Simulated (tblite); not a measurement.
## Run report: C₆H₁₇GeN, geometry relaxation (part 2 of 4)

The same run, continued: C₆H₁₇GeN; GFN2-xTB geometry optimisation, gas phase (tblite 0.8.0). It belongs to a series of runs on one base structure; here: H on C replaced by CH3.

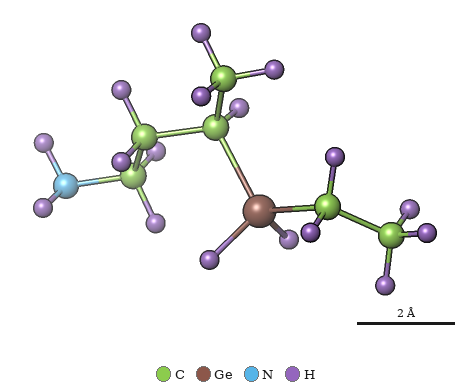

Figure 1. The geometry at step 76 of the log (ball-and-stick view, seen at a tilt).

## Trajectory as extended XYZ, continued
```
25
Properties=species:S:1:pos:R:3:forces:R:3 step=41 energy=-716.49709
C     3.8199    0.0249    0.3572    0.0080  -0.0060   0.0090
C     2.6162    0.5836   -0.3885    0.0620  -0.0010  -0.0240
Ge    0.8966    0.3451    0.5912   -0.0940   0.0060   0.0510
C    -0.5646   -0.5282   -0.4871   -0.0410   0.0130  -0.0170
C    -0.2193   -0.5246   -1.9724   -0.0090  -0.0030   0.0090
C    -1.9208    0.1286   -0.2489    0.0020  -0.0050   0.0280
C    -2.3781    0.0135    1.2100   -0.0020   0.0090  -0.0210
N    -3.7222    0.5011    1.4627    0.0240   0.0140   0.0060
H     4.7316    0.1949   -0.2157    0.0020   0.0000   0.0690
H     3.9188    0.5020    1.3310    0.0370  -0.0120  -0.0330
H     3.7100   -1.0467    0.5165   -0.0060   0.0230   0.0000
H     2.7589    1.6511   -0.5607    0.0090   0.0280   0.0210
H     2.5612    0.1218   -1.3727   -0.0410  -0.0600  -0.0290
H     0.4571    1.7118    1.0706   -0.0310  -0.0020  -0.0320
H     1.1132   -0.4405    1.8654    0.0480   0.0100  -0.0350
H    -0.6395   -1.5706   -0.1607    0.0310   0.0140   0.0120
H     0.6768   -1.1151   -2.1521    0.0260   0.0210  -0.0360
H    -1.0280   -0.9571   -2.5599   -0.0270  -0.0190  -0.0030
H    -0.0491    0.4903   -2.3299    0.0050  -0.0010   0.0100
H    -2.6731   -0.3518   -0.8883    0.0500   0.0270  -0.0010
H    -1.8703    1.1863   -0.5304   -0.0080  -0.0370   0.0060
H    -1.6891    0.5764    1.8499   -0.0250  -0.0190   0.0130
H    -2.3426   -1.0355    1.5217   -0.0180   0.0210  -0.0240
H    -3.7899    1.4849    1.2190    0.0120  -0.0310   0.0050
H    -4.3845   -0.0033    0.8813   -0.0160   0.0100   0.0170
25
Properties=species:S:1:pos:R:3:forces:R:3 step=48 energy=-716.50202
C     3.8124    0.0223    0.3673    0.0210  -0.0020   0.0150
C     2.6158    0.5815   -0.3912    0.0530   0.0030   0.0090
Ge    0.8909    0.3559    0.5838   -0.0090   0.0030   0.0250
C    -0.5614   -0.5240   -0.4944   -0.0180   0.0010   0.0100
C    -0.2245   -0.5288   -1.9816   -0.0030   0.0110   0.0170
C    -1.9143    0.1367   -0.2493   -0.0030   0.0060   0.0050
C    -2.3749    0.0088    1.2081   -0.0010  -0.0110  -0.0240
N    -3.7154    0.4981    1.4724    0.0150  -0.0020   0.0060
H     4.7339    0.1836   -0.1912   -0.0090  -0.0110  -0.0080
H     3.9138    0.5069    1.3365   -0.0200  -0.0030   0.0020
H     3.6948   -1.0467    0.5352   -0.0030   0.0120   0.0000
H     2.7653    1.6476   -0.5665    0.0130   0.0030  -0.0350
H     2.5534    0.1048   -1.3694    0.0160   0.0080   0.0030
H     0.4322    1.7195    1.0537    0.0010  -0.0110  -0.0140
H     1.1317   -0.4346    1.8489    0.0020   0.0230   0.0010
H    -0.6293   -1.5642   -0.1615    0.0000  -0.0120   0.0080
H     0.6979   -1.0773   -2.1633   -0.0010  -0.0130  -0.0100
H    -1.0178   -1.0066   -2.5555   -0.0110   0.0020  -0.0050
H    -0.0988    0.4867   -2.3538   -0.0150   0.0200   0.0010
H    -2.6646   -0.3263   -0.9017    0.0030  -0.0020   0.0180
H    -1.8540    1.1965   -0.5173   -0.0090   0.0020  -0.0010
H    -1.6849    0.5603    1.8576   -0.0140  -0.0290  -0.0120
H    -2.3455   -1.0436    1.5053   -0.0070  -0.0080  -0.0070
H    -3.7818    1.4845    1.2428    0.0050  -0.0070  -0.0120
H    -4.3860    0.0012    0.8941   -0.0050   0.0170   0.0070
25
Properties=species:S:1:pos:R:3:forces:R:3 step=55 energy=-716.50447
C     3.8142    0.0228    0.3761   -0.0100  -0.0010  -0.0010
C     2.6259    0.5857   -0.3938    0.0200  -0.0190  -0.0080
Ge    0.8946    0.3643    0.5808    0.0270   0.0030  -0.0490
C    -0.5588   -0.5238   -0.4932   -0.0110   0.0030   0.0140
C    -0.2313   -0.5260   -1.9828   -0.0130   0.0030   0.0220
C    -1.9121    0.1369   -0.2477   -0.0150  -0.0040  -0.0030
C    -2.3787   -0.0035    1.2047    0.0090  -0.0130   0.0100
N    -3.7123    0.5003    1.4764    0.0110   0.0060  -0.0160
H     4.7399    0.1731   -0.1792   -0.0180   0.0070   0.0300
H     3.9065    0.5080    1.3463    0.0150   0.0020  -0.0230
H     3.6865   -1.0451    0.5453   -0.0010   0.0140   0.0040
H     2.7854    1.6473   -0.5912   -0.0110  -0.0240   0.0230
H     2.5640    0.0942   -1.3649    0.0060   0.0010  -0.0030
H     0.4156    1.7232    1.0354    0.0140   0.0300   0.0070
H     1.1481   -0.4137    1.8510   -0.0150   0.0190   0.0000
H    -0.6240   -1.5631   -0.1562   -0.0020  -0.0040  -0.0130
H     0.6963   -1.0623   -2.1753   -0.0040   0.0110   0.0030
H    -1.0231   -1.0146   -2.5502   -0.0090   0.0060  -0.0020
H    -0.1278    0.4933   -2.3525    0.0110  -0.0010  -0.0100
H    -2.6617   -0.3208   -0.9029   -0.0080  -0.0210  -0.0220
H    -1.8532    1.1983   -0.5095    0.0080   0.0050   0.0080
H    -1.6838    0.5317    1.8610    0.0120  -0.0100   0.0170
H    -2.3586   -1.0597    1.4873   -0.0250  -0.0170   0.0100
H    -3.7671    1.4852    1.2381    0.0020   0.0120   0.0070
H    -4.3953    0.0113    0.9063    0.0060  -0.0080  -0.0020
25
Properties=species:S:1:pos:R:3:forces:R:3 step=62 energy=-716.50746
C     3.8170    0.0208    0.3892   -0.0110   0.0070  -0.0100
C     2.6428    0.5802   -0.4033   -0.0330   0.0040   0.0050
Ge    0.9004    0.3829    0.5611   -0.0030  -0.0200  -0.0310
C    -0.5607   -0.5219   -0.4920    0.0210  -0.0020  -0.0170
C    -0.2460   -0.5184   -1.9833    0.0100  -0.0090  -0.0110
C    -1.9162    0.1300   -0.2449    0.0080  -0.0060   0.0090
C    -2.3853   -0.0266    1.2038   -0.0100  -0.0040   0.0250
N    -3.7060    0.5063    1.4804   -0.0190  -0.0050   0.0220
H     4.7498    0.1631   -0.1542    0.0100  -0.0150  -0.0050
H     3.9046    0.5172    1.3536   -0.0200   0.0010  -0.0010
H     3.6791   -1.0438    0.5672    0.0180   0.0040   0.0150
H     2.8081    1.6390   -0.6072    0.0000  -0.0050   0.0050
H     2.5908    0.0795   -1.3707   -0.0030   0.0050   0.0180
H     0.4176    1.7436    1.0075    0.0190   0.0410  -0.0280
H     1.1536   -0.3660    1.8458   -0.0080  -0.0260   0.0310
H    -0.6208   -1.5625   -0.1570    0.0310   0.0150  -0.0040
H     0.6882   -1.0398   -2.1828    0.0030  -0.0130  -0.0150
H    -1.0370   -1.0170   -2.5434    0.0100   0.0030  -0.0120
H    -0.1578    0.5018   -2.3545    0.0010   0.0030   0.0000
H    -2.6589   -0.3252   -0.9110   -0.0070   0.0130   0.0120
H    -1.8549    1.1945   -0.4937   -0.0260  -0.0010   0.0040
H    -1.6762    0.4779    1.8701    0.0060   0.0010   0.0030
H    -2.3966   -1.0873    1.4707   -0.0020  -0.0050  -0.0070
H    -3.7461    1.4913    1.2388    0.0120  -0.0060   0.0020
H    -4.4003    0.0233    0.9191   -0.0070   0.0180  -0.0100
25
Properties=species:S:1:pos:R:3:forces:R:3 step=69 energy=-716.51079
C     3.8165    0.0189    0.4064    0.0040  -0.0040   0.0120
C     2.6562    0.5709   -0.4098   -0.0240   0.0030   0.0000
Ge    0.9033    0.4034    0.5397   -0.0060  -0.0040  -0.0060
C    -0.5599   -0.5148   -0.5003    0.0210   0.0000  -0.0030
C    -0.2581   -0.5126   -1.9948   -0.0040   0.0010  -0.0080
C    -1.9209    0.1233   -0.2378    0.0120  -0.0080  -0.0050
C    -2.3927   -0.0576    1.2083   -0.0050  -0.0020  -0.0050
N    -3.6989    0.5072    1.4951   -0.0030  -0.0040  -0.0010
H     4.7593    0.1416   -0.1237    0.0120   0.0210  -0.0190
H     3.8878    0.5354    1.3604    0.0150   0.0150   0.0310
H     3.6763   -1.0405    0.6081   -0.0260  -0.0260   0.0030
H     2.8288    1.6272   -0.6194    0.0070   0.0030  -0.0130
H     2.6161    0.0629   -1.3731   -0.0130  -0.0140   0.0030
H     0.4413    1.7874    0.9455   -0.0030  -0.0130  -0.0160
H     1.1434   -0.3224    1.8436   -0.0190   0.0070   0.0020
H    -0.5968   -1.5554   -0.1624   -0.0110   0.0120   0.0030
H     0.6868   -1.0123   -2.2024   -0.0030   0.0170   0.0060
H    -1.0388   -1.0353   -2.5474   -0.0110   0.0070   0.0030
H    -0.2029    0.5082   -2.3704    0.0220   0.0000  -0.0120
H    -2.6634   -0.3189   -0.9125    0.0010  -0.0160   0.0120
H    -1.8692    1.1935   -0.4659    0.0060  -0.0070   0.0030
H    -1.6678    0.4108    1.8851   -0.0140  -0.0020  -0.0060
H    -2.4381   -1.1237    1.4490    0.0220   0.0040  -0.0030
H    -3.7127    1.4947    1.2600    0.0190   0.0020   0.0220
H    -4.4066    0.0508    0.9279    0.0000   0.0070  -0.0010
25
Properties=species:S:1:pos:R:3:forces:R:3 step=76 energy=-716.51241
C     3.8162    0.0190    0.4190    0.0000  -0.0020   0.0030
C     2.6620    0.5653   -0.4094   -0.0120   0.0050  -0.0120
Ge    0.9033    0.4133    0.5261   -0.0060   0.0260   0.0360
C    -0.5572   -0.5099   -0.5070   -0.0030   0.0030   0.0160
C    -0.2637   -0.5058   -2.0033   -0.0020  -0.0010   0.0110
C    -1.9213    0.1173   -0.2352   -0.0090   0.0040  -0.0040
C    -2.3954   -0.0757    1.2086    0.0120   0.0020   0.0020
N    -3.6933    0.5043    1.5034    0.0130  -0.0080   0.0010
H     4.7607    0.1365   -0.1100    0.0080  -0.0120  -0.0050
H     3.8877    0.5447    1.3687   -0.0040   0.0090   0.0130
H     3.6666   -1.0376    0.6297    0.0110  -0.0160   0.0050
H     2.8420    1.6173   -0.6332   -0.0070   0.0140  -0.0070
H     2.6232    0.0457   -1.3663    0.0070  -0.0250  -0.0070
H     0.4484    1.8061    0.9033   -0.0230   0.0000   0.0020
H     1.1249   -0.2940    1.8434   -0.0090   0.0110  -0.0020
H    -0.5881   -1.5492   -0.1655    0.0050  -0.0130  -0.0220
H     0.6855   -0.9957   -2.2124   -0.0050  -0.0120  -0.0090
H    -1.0445   -1.0365   -2.5477    0.0050   0.0070  -0.0170
H    -0.2154    0.5136   -2.3844   -0.0030   0.0000   0.0140
H    -2.6627   -0.3266   -0.9095   -0.0030  -0.0010  -0.0150
H    -1.8758    1.1891   -0.4540   -0.0050   0.0060  -0.0150
H    -1.6682    0.3777    1.8920    0.0200   0.0050   0.0000
H    -2.4496   -1.1440    1.4361   -0.0020  -0.0020   0.0050
H    -3.6857    1.4962    1.2871   -0.0050  -0.0080   0.0180
H    -4.4106    0.0716    0.9295    0.0160   0.0080  -0.0090
25
Properties=species:S:1:pos:R:3:forces:R:3 step=83 energy=-716.51523
C     3.8147    0.0196    0.4386   -0.0050   0.0010  -0.0090
C     2.6652    0.5543   -0.4073    0.0130  -0.0160   0.0140
Ge    0.8941    0.4371    0.5146   -0.0040   0.0000   0.0240
C    -0.5547   -0.5038   -0.5171   -0.0310   0.0000  -0.0140
C    -0.2686   -0.4953   -2.0142    0.0080   0.0140  -0.0230
C    -1.9245    0.1091   -0.2385   -0.0160  -0.0010   0.0050
C    -2.3884   -0.0964    1.2084    0.0130  -0.0010  -0.0080
N    -3.6780    0.4911    1.5238    0.0180   0.0030  -0.0190
H     4.7611    0.1216   -0.0925   -0.0200  -0.0050   0.0200
H     3.8892    0.5608    1.3806   -0.0190  -0.0090  -0.0310
H     3.6601   -1.0344    0.6643    0.0080   0.0270   0.0140
H     2.8501    1.5998   -0.6608    0.0020  -0.0320   0.0030
H     2.6317    0.0032   -1.3478   -0.0160   0.0160   0.0060
H     0.4297    1.8403    0.8486    0.0020  -0.0270  -0.0010
H     1.0803   -0.2454    1.8514    0.0180   0.0300  -0.0110
H    -0.5759   -1.5468   -0.1867    0.0100  -0.0040   0.0320
H     0.6804   -0.9831   -2.2282    0.0120   0.0010  -0.0100
H    -1.0478   -1.0279   -2.5593   -0.0080   0.0070   0.0000
H    -0.2262    0.5246   -2.3939    0.0070   0.0090   0.0070
H    -2.6618   -0.3412   -0.9137   -0.0120   0.0040   0.0140
H    -1.8928    1.1824   -0.4565    0.0060  -0.0150   0.0070
H    -1.6520    0.3406    1.8935    0.0100  -0.0060  -0.0280
H    -2.4523   -1.1676    1.4217    0.0050   0.0070  -0.0030
H    -3.6485    1.4929    1.3631   -0.0090   0.0060   0.0100
H    -4.3960    0.1072    0.9170    0.0080  -0.0090   0.0040
25
Properties=species:S:1:pos:R:3:forces:R:3 step=90 energy=-716.51725
C     3.8064    0.0182    0.4556   -0.0040  -0.0040   0.0090
C     2.6636    0.5378   -0.4072    0.0210  -0.0050  -0.0010
Ge    0.8855    0.4569    0.5031    0.0150  -0.0050  -0.0060
C    -0.5529   -0.5016   -0.5259   -0.0010  -0.0030  -0.0120
C    -0.2736   -0.4820   -2.0249    0.0010   0.0060  -0.0090
C    -1.9270    0.0972   -0.2401    0.0030  -0.0020  -0.0030
C    -2.3804   -0.1195    1.2066    0.0030   0.0060  -0.0080
N    -3.6582    0.4846    1.5362    0.0030  -0.0090   0.0200
H     4.7575    0.1081   -0.0687   -0.0200  -0.0020   0.0040
H     3.8736    0.5789    1.3858   -0.0100   0.0080  -0.0040
H     3.6506   -1.0296    0.7043   -0.0050   0.0010   0.0100
H     2.8612    1.5734   -0.6867   -0.0090   0.0070  -0.0010
H     2.6280   -0.0342   -1.3342   -0.0070  -0.0070  -0.0070
H     0.4148    1.8643    0.7968    0.0060   0.0130  -0.0020
H     1.0610   -0.1831    1.8597    0.0170  -0.0010   0.0080
H    -0.5558   -1.5436   -0.1914   -0.0170  -0.0100  -0.0120
H     0.6749   -0.9652   -2.2525   -0.0010  -0.0020   0.0090
H    -1.0573   -1.0097   -2.5685    0.0040   0.0050  -0.0030
H    -0.2350    0.5418   -2.3951    0.0000   0.0060   0.0060
H    -2.6677   -0.3520   -0.9119    0.0090   0.0010  -0.0060
H    -1.9016    1.1723   -0.4490   -0.0030  -0.0070  -0.0080
H    -1.6287    0.2961    1.8871   -0.0030   0.0040   0.0090
H    -2.4615   -1.1921    1.4064    0.0080   0.0040   0.0040
H    -3.6108    1.4907    1.4130    0.0070   0.0080  -0.0040
H    -4.3774    0.1352    0.9107   -0.0180  -0.0100   0.0050
25
Properties=species:S:1:pos:R:3:forces:R:3 step=97 energy=-716.51828
C     3.7969    0.0173    0.4681    0.0000   0.0020   0.0030
C     2.6625    0.5263   -0.4109   -0.0040  -0.0010   0.0040
Ge    0.8842    0.4643    0.4961   -0.0130  -0.0110  -0.0170
C    -0.5524   -0.5029   -0.5316    0.0020   0.0020  -0.0030
C    -0.2752   -0.4707   -2.0310   -0.0020  -0.0030   0.0060
C    -1.9275    0.0900   -0.2418   -0.0010   0.0010  -0.0060
C    -2.3759   -0.1314    1.2057   -0.0050   0.0030  -0.0010
N    -3.6469    0.4802    1.5473   -0.0020   0.0060   0.0060
H     4.7503    0.0981   -0.0523    0.0070  -0.0100   0.0090
H     3.8566    0.5956    1.3878    0.0040   0.0040   0.0010
H     3.6386   -1.0256    0.7358   -0.0100   0.0050  -0.0020
H     2.8653    1.5578   -0.7017   -0.0060   0.0000  -0.0170
H     2.6263   -0.0585   -1.3301    0.0150  -0.0020  -0.0010
H     0.4165    1.8789    0.7636    0.0000   0.0010  -0.0030
H     1.0668   -0.1463    1.8656   -0.0050  -0.0130   0.0020
H    -0.5552   -1.5479   -0.2053    0.0090   0.0100  -0.0040
H     0.6712   -0.9556   -2.2630    0.0040   0.0090  -0.0010
H    -1.0610   -0.9917   -2.5782    0.0040   0.0020   0.0000
H    -0.2363    0.5564   -2.3917    0.0120   0.0020   0.0040
H    -2.6654   -0.3607   -0.9152   -0.0130  -0.0080   0.0060
H    -1.9077    1.1647   -0.4512    0.0040   0.0110   0.0040
H    -1.6198    0.2750    1.8869    0.0090   0.0100  -0.0050
H    -2.4611   -1.2043    1.4000   -0.0040  -0.0090   0.0030
H    -3.5871    1.4871    1.4341   -0.0090   0.0010  -0.0010
H    -4.3743    0.1464    0.9222    0.0020  -0.0110   0.0100
25
Properties=species:S:1:pos:R:3:forces:R:3 step=104 energy=-716.51936
C     3.7876    0.0200    0.4769    0.0020  -0.0010  -0.0020
C     2.6589    0.5179   -0.4158    0.0040  -0.0020  -0.0100
Ge    0.8804    0.4585    0.4913    0.0060   0.0090  -0.0170
C    -0.5570   -0.5039   -0.5380    0.0140  -0.0040   0.0090
C    -0.2700   -0.4612   -2.0346   -0.0030  -0.0050   0.0050
C    -1.9323    0.0884   -0.2472    0.0110  -0.0010   0.0110
C    -2.3684   -0.1285    1.2048   -0.0150   0.0010   0.0160
N    -3.6392    0.4761    1.5600   -0.0060   0.0100  -0.0160
H     4.7453    0.0837   -0.0377    0.0040   0.0070  -0.0010
H     3.8457    0.6125    1.3879    0.0010  -0.0030  -0.0050
H     3.6193   -1.0178    0.7581   -0.0010   0.0080   0.0140
H     2.8554    1.5471   -0.7196    0.0160  -0.0060   0.0050
H     2.6340   -0.0766   -1.3292   -0.0060  -0.0100   0.0090
H     0.4193    1.8773    0.7482   -0.0060  -0.0010   0.0070
H     1.0704   -0.1439    1.8640   -0.0180  -0.0110  -0.0070
H    -0.5591   -1.5509   -0.2195   -0.0010   0.0040   0.0060
H     0.6761   -0.9479   -2.2637    0.0010   0.0000  -0.0020
H    -1.0544   -0.9746   -2.5896   -0.0060   0.0050  -0.0210
H    -0.2214    0.5687   -2.3849   -0.0030   0.0110  -0.0130
H    -2.6742   -0.3674   -0.9133    0.0070   0.0110   0.0050
H    -1.9115    1.1627   -0.4589   -0.0140   0.0000  -0.0090
H    -1.6071    0.2855    1.8764   -0.0050  -0.0090  -0.0070
H    -2.4475   -1.2016    1.4026    0.0090   0.0020   0.0110
H    -3.5887    1.4837    1.4458   -0.0070  -0.0160  -0.0070
H    -4.3725    0.1351    0.9451    0.0150   0.0010   0.0180
```
